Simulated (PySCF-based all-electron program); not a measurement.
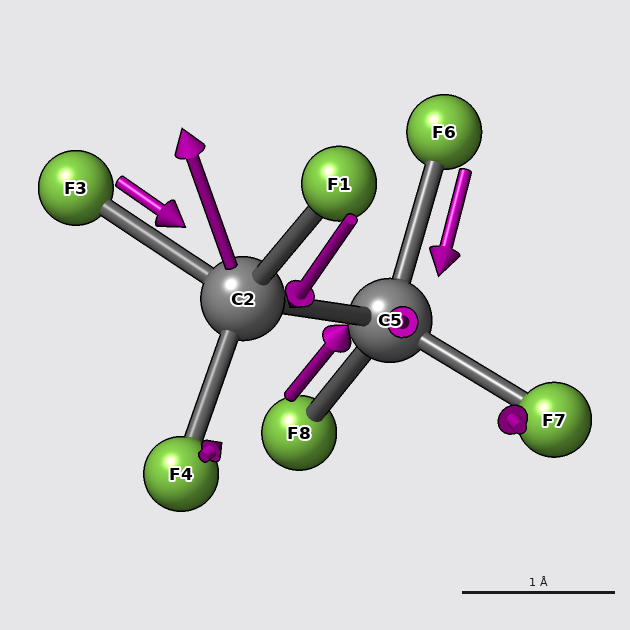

Arrows show the forces on the atoms, 0.4 Å of arrow for 1 eV/Å; forces under a tenth of the largest aren't drawn. Level of theory: PBE, all-electron, scalar-relativistic (X2C), large uncontracted Gaussian sets (PySCF-based all-electron program).

> Which bond do the forces act along most?

F1–C2, now 1.455 Å: the forces pull its atoms together, so a first step downhill shortens it.

List the force components in the frame of the picture (x right, y up, z towards the viewer), in eV/Å.

```tsv
atom	Fx	Fy	Fz
F1	−1.02	−1.47	−2.17
C2	−0.82	2.29	1.25
F3	1.11	−0.77	0.53
F4	0.32	0.25	−0.29
C5	0.18	−0.02	−0.94
F6	−0.45	−1.76	0.66
F7	−0.28	0.30	−0.75
F8	0.96	1.18	1.72
```
